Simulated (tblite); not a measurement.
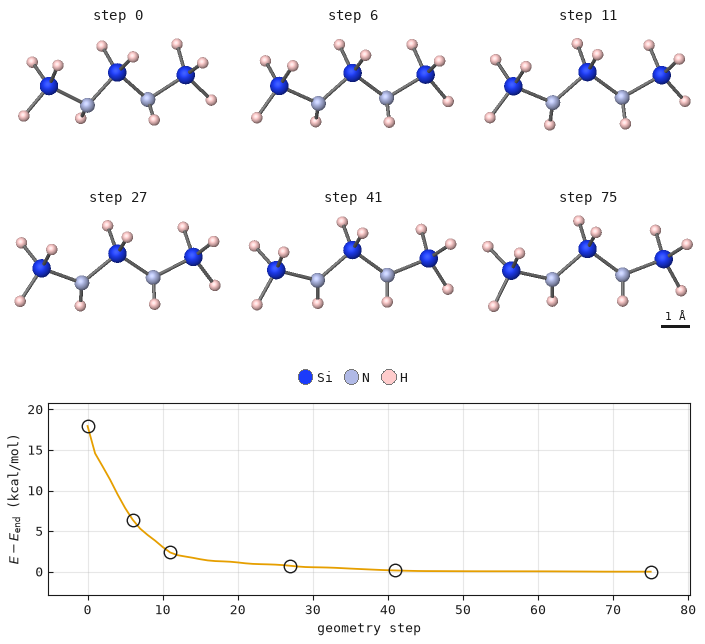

Frames of a relaxation of Si3N2H10, marked on the history of the run. A ball-and-stick model, seen from a free direction.

Computed with GFN2-xTB geometry optimisation, gas phase in tblite. 

**Describe the path.**

After 75 geometry steps the energy has fallen by 17.9 kcal/mol. The largest moves after the best rigid fit, 0.60 Å, are those of H atoms. Largest moves by element: H 0.60 Å, N 0.35 Å, Si 0.31 Å. Near-neighbour distances that change, for instance: Si–Si 2.753 → 3.093 Å, N–Si 1.674 → 1.730 Å, H–Si 1.489 → 1.460 Å, N–Si 1.702 → 1.728 Å. Bond angles that change, for instance: Si–N–Si 109.3° → 126.9°, Si–N–Si 109.6° → 126.8°, N–Si–N 96.8° → 104.9°. Cost: 0.81 s on 1 thread of Arm Neoverse N1 (shared host). From step 0 to 6: Si atoms move most (0.19 Å), energy −11.5 kcal/mol. From step 6 to 11: H atoms move most (0.20 Å), energy −4.05 kcal/mol. From step 11 to 27: H atoms move most (0.18 Å), energy −1.64 kcal/mol. From step 27 to 41: H atoms move most (0.16 Å), energy −0.57 kcal/mol. From step 41 to 75: H atoms move most (0.14 Å), energy −0.15 kcal/mol.

```csv
step,"E − E(0), kcal/mol"
0,0.00
1,-3.37
2,-4.97
3,-6.61
4,-8.43
5,-10.10
6,-11.53
7,-12.64
8,-13.42
9,-14.12
10,-14.90
13,-16.07
17,-16.64
20,-16.80
24,-17.04
27,-17.22
31,-17.41
34,-17.51
37,-17.65
41,-17.79
44,-17.86
48,-17.88
51,-17.89
54,-17.89
58,-17.90
61,-17.90
65,-17.92
68,-17.93
72,-17.94
75,-17.94
```
